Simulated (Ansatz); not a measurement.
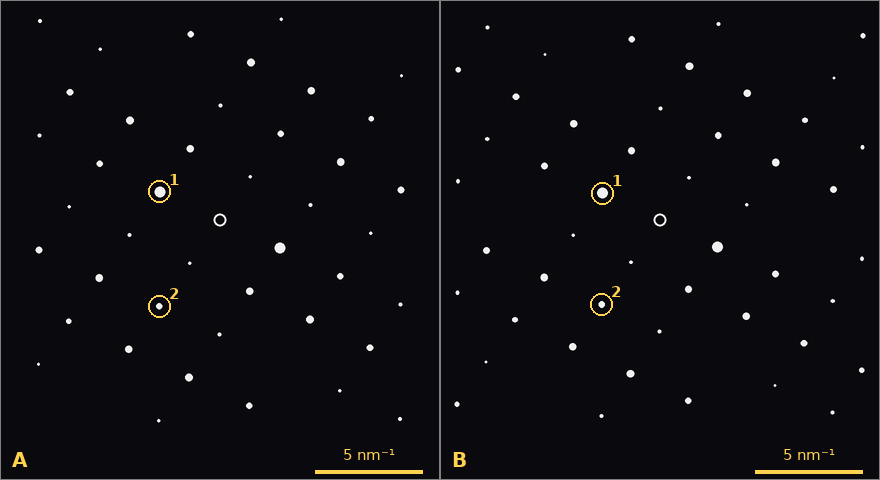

Kinematic electron diffraction patterns (120 kV, B = 0.5 Å², same scale) along [101] of the run's own cell, for the start and the end of one relaxation of K2Cd with Ansatz, DFT, PAW plane waves, r2scan. k mesh 8×8×8. The start is a generated model structure, and the relaxation ends in the nearest stationary point of its symmetry, not necessarily the ground state. Spot 1 is -1 0 1 and spot 2 is 0 -2 0 in both.

Start structure:

```
Cd K
1.0
     0.00000    4.21077    0.00000
     4.21077    0.00000    0.00000
     2.10538    2.10538   -7.49107
Cd K
1 2
Direct
  0.00000 0.00000 0.00000
  0.37000 0.37000 0.26000
  0.63000 0.63000 0.74000
```

Question: Which pattern belongs to the start structure, and which to the relaxed one?

Answer: A is the start: its cell gives d(1) = 3.219 Å, d(2) = 2.027 Å and an angle of 80.0°. B is the relaxed structure, with d(1) = 3.359 Å (+4.3 %), d(2) = 2.085 Å (+2.9 %) and 80.6°.

Question: What did the relaxation do to the structure and the energy?

Answer: The volume changed by +12.5 % to 49.83 Å³ an atom; with the mean shift removed, the atoms moved by up to 0.03 Å relative to the cell (K most); the space group stayed I4/mmm (No. 139); the free energy fell by 21 meV an atom. Relaxed cell: a = 4.319 Å, b = 4.319 Å, c = 8.576 Å, α = 75.42°, β = 75.42°, γ = 90.00°.
